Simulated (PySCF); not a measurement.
Geometry relaxation, with input and output: Si₂H₂OF₂ (part 1 of 5)

System: Si₂H₂OF₂, SMILES F[Si]1(F)O[SiH2]1.
Method: BLYP/3-21G, RKS (PySCF 2.14.0).

The geometry comes from this level: PBE0-D4/def2-TZVP. Figures and captions count atoms from 1; the log counts them from 0 in places.

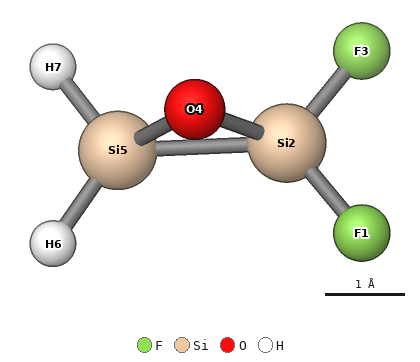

Figure 1. The input geometry (ball-and-stick view, seen at a tilt; atoms are numbered from 1 in the order of the input). Bond lengths as drawn: F–Si 1.58 Å, H–Si 1.48 Å, O–Si 1.65 to 1.72 Å and Si–Si 2.17 Å.

**The input (run.py)**
```python
from pyscf import gto, dft
from pyscf.geomopt.geometric_solver import kernel as optimise

molecule = gto.Mole()
molecule.atom = '''
F    0.424200  -1.612100   1.693800
Si   0.037900  -1.026000   0.280100
F   -0.194200  -2.288000  -0.639100
O    1.103500   0.077900  -0.322100
Si  -0.304800   1.058600  -0.232800
H   -0.202300   2.188800   0.720000
H   -0.802800   1.532800  -1.545500
'''
molecule.spin = 0
molecule.verbose = 3
molecule.basis = '3-21g'
molecule.max_memory = 1860
molecule.charge = 0
molecule.build()

mf = dft.RKS(molecule)
mf.xc = 'blyp'
mf.grids.level = 4
mf.conv_tol = 1e-10
converged, mol_eq = optimise(mf, maxsteps=60, convergence_set='GAU_TIGHT')
print('converged:', converged)
print(mol_eq.tostring())

mf.reset(mol_eq)
molecule = mol_eq
mf.kernel()
if not mf.converged:
    mf = mf.newton().run(mf.mo_coeff, mf.mo_occ)
energy = mf.e_tot
print('Final energy', energy)
```

Machine: 1 thread of Arm Neoverse N1, 24 GiB of memory available, shared host.

Run as:
```bash
OMP_NUM_THREADS=1 python run.py
```

**The program's output**
```
#|     Arguments passed to driver run_optimizer():      |#
convergence_set           GAU_TIGHT
customengine              <pyscf.geomopt.geometric_solver.PySCFEngine object>
maxiter                   60
----------------------------------------------------------
Custom engine selected.
Bonds will be generated from interatomic distances less than 1.20 times sum of covalent radii
21 internal coordinates being used (instead of 21 Cartesians)
Internal coordinate system (atoms numbered from 1):
Distance 1-2
Distance 2-3
Distance 2-4
Distance 2-5
Distance 4-5
Distance 5-6
Distance 5-7
Angle 1-2-4
Angle 1-2-5
Angle 3-2-4
Angle 3-2-5
Angle 4-2-5
Angle 2-4-5
Angle 2-5-4
Angle 2-5-7
Angle 4-5-6
Angle 4-5-7
Angle 6-5-7
Out-of-Plane 2-1-3-5
Out-of-Plane 5-2-6-7
Dihedral 1-2-4-5
Dihedral 3-2-4-5
Dihedral 1-2-5-4
Dihedral 1-2-5-6
Dihedral 1-2-5-7
Dihedral 3-2-5-4
Dihedral 3-2-5-6
Dihedral 3-2-5-7
Dihedral 4-2-5-6
Dihedral 4-2-5-7
Dihedral 2-4-5-6
Dihedral 2-4-5-7
Translation-X 1-7
Translation-Y 1-7
Translation-Z 1-7
Rotation-A 1-7
Rotation-B 1-7
Rotation-C 1-7
<class 'geometric.internal.Distance'> : 7
<class 'geometric.internal.Angle'> : 11
<class 'geometric.internal.OutOfPlane'> : 2
<class 'geometric.internal.Dihedral'> : 12
<class 'geometric.internal.TranslationX'> : 1
<class 'geometric.internal.TranslationY'> : 1
<class 'geometric.internal.TranslationZ'> : 1
<class 'geometric.internal.RotationA'> : 1
<class 'geometric.internal.RotationB'> : 1
<class 'geometric.internal.RotationC'> : 1
> ===== Optimization Info: ====
> Job type: Energy minimization
> Maximum number of optimization cycles: 60
> Initial / maximum trust radius (Angstrom): 0.100 / 0.300
> Convergence Criteria:
> Will converge when all 5 criteria are reached:
>  |Delta-E| < 1.00e-06
>  RMS-Grad  < 1.00e-05
>  Max-Grad  < 1.50e-05
>  RMS-Disp  < 4.00e-05
>  Max-Disp  < 6.00e-05
> === End Optimization Info ===

Geometry optimization cycle 1
Cartesian coordinates (Angstrom)
 Atom        New coordinates             dX        dY        dZ
   F   0.424200  -1.612100   1.693800    0.000000  0.000000 -0.000000
  Si   0.037900  -1.026000   0.280100    0.000000  0.000000  0.000000
   F  -0.194200  -2.288000  -0.639100    0.000000  0.000000  0.000000
   O   1.103500   0.077900  -0.322100    0.000000  0.000000  0.000000
  Si  -0.304800   1.058600  -0.232800    0.000000  0.000000  0.000000
   H  -0.202300   2.188800   0.720000    0.000000  0.000000  0.000000
   H  -0.802800   1.532800  -1.545500    0.000000  0.000000  0.000000

WARN: Mole.unit (angstrom) is changed to Bohr

converged SCF energy = -850.563522028097
--------------- RKS_Scanner gradients ---------------
         x                y                z
0 F    -0.0133127509     0.0230279446    -0.0513705474
1 Si     0.0302666107    -0.0203455133    -0.0020920828
2 F     0.0088827855     0.0470781381     0.0321667942
3 O    -0.0659527145    -0.0031765302     0.0184138791
4 Si     0.0352170026    -0.0403974282     0.0024058101
5 H     0.0010533681    -0.0047044846    -0.0052338597
6 H     0.0039414554    -0.0015191287     0.0056738411
----------------------------------------------
cycle 1: E = -850.563522028  dE = -850.564  norm(grad) = 0.125253
Step    0 : Gradient = 4.734e-02/6.855e-02 (rms/max) Energy = -850.5635220281
Hessian Eigenvalues: 2.97742e-02 3.67609e-02 4.38752e-02 ... 3.92570e-01 5.56253e-01 5.56359e-01

Geometry optimization cycle 2
Cartesian coordinates (Angstrom)
 Atom        New coordinates             dX        dY        dZ
   F   0.423303  -1.664337   1.742209   -0.000897 -0.052237  0.048409
  Si   0.040222  -1.037678   0.283279    0.002322 -0.011678  0.003179
   F  -0.211020  -2.358372  -0.644262   -0.016820 -0.070372 -0.005162
   O   1.161200   0.080602  -0.340499    0.057700  0.002702 -0.018399
  Si  -0.301967   1.103941  -0.249052    0.002833  0.045341 -0.016252
   H  -0.223800   2.234058   0.737762   -0.021500  0.045258  0.017762
   H  -0.833532   1.576527  -1.572358   -0.030732  0.043727 -0.026858
converged SCF energy = -850.578984753029
--------------- RKS_Scanner gradients ---------------
         x                y                z
0 F    -0.0031401056     0.0048669414    -0.0108049072
1 Si     0.0099503339    -0.0041569498    -0.0013428164
2 F     0.0015800218     0.0099557429     0.0069725915
3 O    -0.0204497114     0.0006541256     0.0052536603
4 Si     0.0117830323    -0.0135434344     0.0005676961
5 H     0.0002120277     0.0010149575    -0.0002336031
6 H     0.0001438977     0.0011697743    -0.0004004297
----------------------------------------------
cycle 2: E = -850.578984753  dE = -0.0154627  norm(grad) = 0.0344978
Step    1 : Displace = 5.716e-02/7.254e-02 (rms/max) Trust = 1.000e-01 (=) Grad = 1.304e-02/2.112e-02 (rms/max) E (change) = -850.5789847530 (-1.546e-02) Quality = 1.201
Hessian Eigenvalues: 2.97568e-02 3.65643e-02 4.39082e-02 ... 3.73177e-01 5.21622e-01 5.56310e-01

Geometry optimization cycle 3
Cartesian coordinates (Angstrom)
 Atom        New coordinates             dX        dY        dZ
   F   0.420019  -1.674124   1.754164   -0.003283 -0.009787  0.011955
  Si   0.034494  -1.035096   0.283413   -0.005728  0.002582  0.000135
   F  -0.219029  -2.372238  -0.648015   -0.008009 -0.013866 -0.003752
   O   1.184905   0.079464  -0.347648    0.023705 -0.001138 -0.007150
  Si  -0.300814   1.121263  -0.255400    0.001153  0.017322 -0.006348
   H  -0.231087   2.236547   0.745427   -0.007287  0.002489  0.007665
   H  -0.841882   1.582729  -1.576018   -0.008350  0.006202 -0.003660
converged SCF energy = -850.580288345146
--------------- RKS_Scanner gradients ---------------
         x                y                z
0 F    -0.0005067905     0.0004770989    -0.0014989660
1 Si     0.0025755685    -0.0004549839    -0.0003780109
2 F     0.0002029946     0.0012013668     0.0011655026
3 O    -0.0054655186     0.0007794145     0.0012201056
4 Si     0.0032780119    -0.0031970392    -0.0003487267
5 H    -0.0000308906     0.0004117519    -0.0002069485
6 H     0.0000151551     0.0007529350     0.0000621920
----------------------------------------------
cycle 3: E = -850.580288345  dE = -0.00130359  norm(grad) = 0.0081485
Step    2 : Displace = 1.570e-02/2.575e-02 (rms/max) Trust = 1.414e-01 (+) Grad = 3.080e-03/5.654e-03 (rms/max) E (change) = -850.5802883451 (-1.304e-03) Quality = 1.196
Hessian Eigenvalues: 2.97456e-02 3.60644e-02 4.39227e-02 ... 3.71247e-01 5.25542e-01 5.56310e-01

Geometry optimization cycle 4
Cartesian coordinates (Angstrom)
 Atom        New coordinates             dX        dY        dZ
   F   0.416159  -1.672939   1.756831   -0.003860  0.001185  0.002666
  Si   0.031669  -1.032703   0.282548   -0.002824  0.002393 -0.000866
   F  -0.225074  -2.370169  -0.653520   -0.006046  0.002069 -0.005506
   O   1.194004   0.078000  -0.348933    0.009099 -0.001464 -0.001284
  Si  -0.299556   1.125911  -0.256041    0.001257  0.004648 -0.000641
   H  -0.232542   2.235110   0.750649   -0.001455 -0.001437  0.005222
   H  -0.845077   1.578384  -1.577102   -0.003195 -0.004345 -0.001084
converged SCF energy = -850.58037654789
--------------- RKS_Scanner gradients ---------------
         x                y                z
0 F     0.0001461622    -0.0001204972     0.0005132849
1 Si     0.0003822172    -0.0000053790     0.0000671679
2 F    -0.0000869309    -0.0003979860    -0.0003180999
3 O    -0.0010544080     0.0004398817     0.0001467007
4 Si     0.0007969012    -0.0004821211    -0.0004460661
5 H    -0.0000670521     0.0001380731    -0.0000438135
6 H    -0.0000470793     0.0003912131     0.0000935808
----------------------------------------------
cycle 4: E = -850.580376548  dE = -8.82027e-05  norm(grad) = 0.00181656
Step    3 : Displace = 6.019e-03/1.012e-02 (rms/max) Trust = 2.000e-01 (+) Grad = 6.866e-04/1.152e-03 (rms/max) E (change) = -850.5803765479 (-8.820e-05) Quality = 1.129
Hessian Eigenvalues: 2.98327e-02 3.53879e-02 4.39064e-02 ... 3.75908e-01 5.49474e-01 5.56312e-01

Geometry optimization cycle 5
Cartesian coordinates (Angstrom)
 Atom        New coordinates             dX        dY        dZ
   F   0.412380  -1.674351   1.754479   -0.003779 -0.001412 -0.002352
  Si   0.029337  -1.030476   0.281526   -0.002332  0.002227 -0.001022
   F  -0.228134  -2.367332  -0.655035   -0.003059  0.002836 -0.001515
   O   1.196218   0.077941  -0.348144    0.002214 -0.000059  0.000789
  Si  -0.299247   1.127844  -0.254825    0.000310  0.001933  0.001216
   H  -0.231879   2.236343   0.752149    0.000663  0.001233  0.001501
   H  -0.845820   1.575115  -1.576957   -0.000743 -0.003269  0.000145
converged SCF energy = -850.580385244358
--------------- RKS_Scanner gradients ---------------
         x                y                z
0 F     0.0001792609    -0.0002138284     0.0003139752
1 Si    -0.0002245412     0.0001527931     0.0001309753
2 F     0.0000287755    -0.0003676024    -0.0001494731
3 O     0.0000083833     0.0002006780    -0.0000593859
4 Si     0.0001508421    -0.0000527016    -0.0002819492
5 H    -0.0000422785     0.0000468804    -0.0000096438
6 H    -0.0000311948     0.0001944274     0.0000693192
----------------------------------------------
cycle 5: E = -850.580385244  dE = -8.69647e-06  norm(grad) = 0.000788804
Step    4 : Displace = 2.755e-03/5.252e-03 (rms/max) Trust = 2.828e-01 (+) Grad = 2.981e-04/4.200e-04 (rms/max) E (change) = -850.5803852444 (-8.696e-06) Quality = 1.214
Hessian Eigenvalues: 2.72410e-02 3.37653e-02 4.13543e-02 ... 3.75658e-01 5.11201e-01 5.56312e-01

Geometry optimization cycle 6
Cartesian coordinates (Angstrom)
 Atom        New coordinates             dX        dY        dZ
   F   0.407080  -1.674084   1.752835   -0.005300  0.000267 -0.001644
  Si   0.027502  -1.029033   0.280050   -0.001835  0.001443 -0.001476
   F  -0.233061  -2.362746  -0.659300   -0.004927  0.004587 -0.004265
   O   1.197312   0.077906  -0.346898    0.001094 -0.000035  0.001246
  Si  -0.298873   1.129040  -0.252874    0.000374  0.001197  0.001951
   H  -0.230695   2.237625   0.753581    0.001184  0.001282  0.001432
   H  -0.846146   1.571780  -1.576109   -0.000327 -0.003335  0.000848
converged SCF energy = -850.580388189788
--------------- RKS_Scanner gradients ---------------
         x                y                z
0 F     0.0001256011     0.0000168528     0.0001228066
1 Si    -0.0002787987    -0.0001023299     0.0001554599
2 F     0.0000216366    -0.0000630164    -0.0001121435
3 O     0.0003248803     0.0000538671    -0.0000958545
4 Si    -0.0000571443     0.0000584673    -0.0001027929
5 H    -0.0000325751    -0.0000230466     0.0000097474
6 H    -0.0000312620     0.0000081797     0.0000360275
----------------------------------------------
cycle 6: E = -850.58038819  dE = -2.94543e-06  norm(grad) = 0.000547212
Step    5 : Displace = 3.164e-03/6.188e-03 (rms/max) Trust = 3.000e-01 (+) Grad = 2.068e-04/3.430e-04 (rms/max) E (change) = -850.5803881898 (-2.945e-06) Quality = 0.896
Hessian Eigenvalues: 2.06089e-02 3.37725e-02 3.70089e-02 ... 3.64478e-01 5.05219e-01 5.56310e-01

Geometry optimization cycle 7
Cartesian coordinates (Angstrom)
 Atom        New coordinates             dX        dY        dZ
   F   0.402547  -1.675408   1.750854   -0.004533 -0.001324 -0.001981
  Si   0.025453  -1.027953   0.278853   -0.002049  0.001080 -0.001197
   F  -0.236357  -2.360514  -0.661226   -0.003296  0.002231 -0.001925
   O   1.196470   0.078258  -0.346012   -0.000842  0.000352  0.000885
  Si  -0.299040   1.130455  -0.251593   -0.000168  0.001415  0.001281
   H  -0.229482   2.239509   0.754158    0.001213  0.001884  0.000577
   H  -0.845651   1.572206  -1.575463    0.000496  0.000426  0.000645
converged SCF energy = -850.580388889577
--------------- RKS_Scanner gradients ---------------
         x                y                z
0 F     0.0000542767     0.0000333292    -0.0000922582
1 Si    -0.0001682385    -0.0000692404     0.0000814046
2 F     0.0000539010     0.0000690184     0.0000647634
3 O     0.0002090905     0.0000061222    -0.0000544908
4 Si    -0.0000366612    -0.0000170173     0.0000081615
5 H    -0.0000175526    -0.0000258853     0.0000001004
6 H    -0.0000218205    -0.0000527885     0.0000064787
----------------------------------------------
cycle 7: E = -850.58038889  dE = -6.99789e-07  norm(grad) = 0.000341856
Step    6 : Displace = 1.306e-03/2.301e-03 (rms/max) Trust = 3.000e-01 (=) Grad = 1.292e-04/2.162e-04 (rms/max) E (change) = -850.5803888896 (-6.998e-07) Quality = 0.740
Hessian Eigenvalues: 1.08009e-02 3.23790e-02 3.53041e-02 ... 3.63594e-01 5.56289e-01 5.64910e-01

Geometry optimization cycle 8
Cartesian coordinates (Angstrom)
 Atom        New coordinates             dX        dY        dZ
   F   0.394882  -1.676773   1.748513   -0.007665 -0.001365 -0.002341
  Si   0.021743  -1.026571   0.276910   -0.003710  0.001383 -0.001943
   F  -0.242202  -2.357254  -0.664947   -0.005845  0.003260 -0.003722
   O   1.194485   0.078651  -0.344978   -0.001985  0.000392  0.001035
  Si  -0.299447   1.132970  -0.250064   -0.000406  0.002515  0.001529
   H  -0.227643   2.242039   0.755469    0.001839  0.002530  0.001311
   H  -0.844390   1.575311  -1.574488    0.001261  0.003105  0.000976
converged SCF energy = -850.580389191595
--------------- RKS_Scanner gradients ---------------
         x                y                z
0 F    -0.0000082123     0.0000530908    -0.0001695948
1 Si     0.0000530447    -0.0000422283    -0.0000158863
2 F     0.0000383996     0.0001282507     0.0001335339
3 O    -0.0000124548    -0.0000224669     0.0000029130
4 Si     0.0000203043    -0.0000634798     0.0000982135
5 H    -0.0000017309    -0.0000204953    -0.0000113592
6 H    -0.0000151032    -0.0000986745    -0.0000237229
----------------------------------------------
cycle 8: E = -850.580389192  dE = -3.02019e-07  norm(grad) = 0.00031319
Step    7 : Displace = 1.185e-03/1.900e-03 (rms/max) Trust = 3.000e-01 (=) Grad = 1.184e-04/1.891e-04 (rms/max) E (change) = -850.5803891916 (-3.020e-07) Quality = 0.328
Hessian Eigenvalues: 4.18168e-03 3.11436e-02 3.53128e-02 ... 3.80438e-01 5.56305e-01 5.67687e-01

Geometry optimization cycle 9
Cartesian coordinates (Angstrom)
 Atom        New coordinates             dX        dY        dZ
   F   0.376390  -1.679400   1.743300   -0.018493 -0.002627 -0.005213
  Si   0.011819  -1.023064   0.272384   -0.009924  0.003507 -0.004526
   F  -0.256461  -2.349853  -0.673591   -0.014259  0.007401 -0.008643
   O   1.189342   0.079351  -0.343005   -0.005143  0.000700  0.001973
  Si  -0.300504   1.139550  -0.247305   -0.001057  0.006580  0.002759
   H  -0.223611   2.247315   0.759256    0.004032  0.005276  0.003787
   H  -0.840795   1.585713  -1.572451    0.003595  0.010401  0.002037
converged SCF energy = -850.580388918661
--------------- RKS_Scanner gradients ---------------
         x                y                z
0 F    -0.0000869096     0.0000347940    -0.0001904818
1 Si     0.0004054218     0.0000659858    -0.0001820625
2 F     0.0000041413     0.0001214583     0.0001814662
3 O    -0.0003295735    -0.0000858458     0.0000829672
4 Si     0.0000496677    -0.0000599887     0.0002145869
5 H     0.0000327156    -0.0000091521    -0.0000272802
6 H    -0.0000017673    -0.0001540709    -0.0000678975
----------------------------------------------
cycle 9: E = -850.580388919  dE = 2.72934e-07  norm(grad) = 0.000707
Step    8 : Displace = 1.696e-03/2.622e-03 (rms/max) Trust = 3.000e-01 (=) Grad = 2.672e-04/4.493e-04 (rms/max) E (change) = -850.5803889187 (+2.729e-07) Quality = -0.154
Poor-quality step dominated by net translation/rotation detected; will project out net forces and torques past this point.
Hessian Eigenvalues: 1.78264e-03 3.04537e-02 3.58046e-02 ... 4.11300e-01 5.47638e-01 5.56407e-01

Geometry optimization cycle 10
Cartesian coordinates (Angstrom)
 Atom        New coordinates             dX        dY        dZ
   F   0.357460  -1.681082   1.738367   -0.018929 -0.001682 -0.004932
  Si   0.000702  -1.019122   0.267958   -0.011117  0.003942 -0.004425
   F  -0.271444  -2.342280  -0.682146   -0.014983  0.007573 -0.008555
   O   1.183771   0.079921  -0.341379   -0.005571  0.000570  0.001625
  Si  -0.301512   1.146778  -0.245358   -0.001008  0.007228  0.001947
   H  -0.220004   2.251898   0.763775    0.003607  0.004582  0.004519
   H  -0.836460   1.599080  -1.570639    0.004335  0.013367  0.001812
converged SCF energy = -850.580389135878
--------------- RKS_Scanner gradients ---------------
         x                y                z
0 F    -0.0001119407    -0.0000041675    -0.0001113380
1 Si     0.0006062178     0.0001570464    -0.0002765375
2 F    -0.0000235272     0.0000409873     0.0001453346
3 O    -0.0004867204    -0.0001406165     0.0001220255
4 Si     0.0000198466     0.0000018105     0.0002424830
5 H     0.0000589759    -0.0000013459    -0.0000323129
6 H     0.0000064464    -0.0001594646    -0.0000844927
----------------------------------------------
cycle 10: E = -850.580389136  dE = -2.17217e-07  norm(grad) = 0.000940651
Step    9 : Displace = 8.522e-04/1.274e-03 (rms/max) Trust = 8.479e-04 (-) Grad = 3.553e-04/6.734e-04 (rms/max) E (change) = -850.5803891359 (-2.172e-07) Quality = 0.086
Hessian Eigenvalues: 6.54984e-03 2.67716e-02 3.57848e-02 ... 3.74946e-01 5.24174e-01 5.56341e-01
```
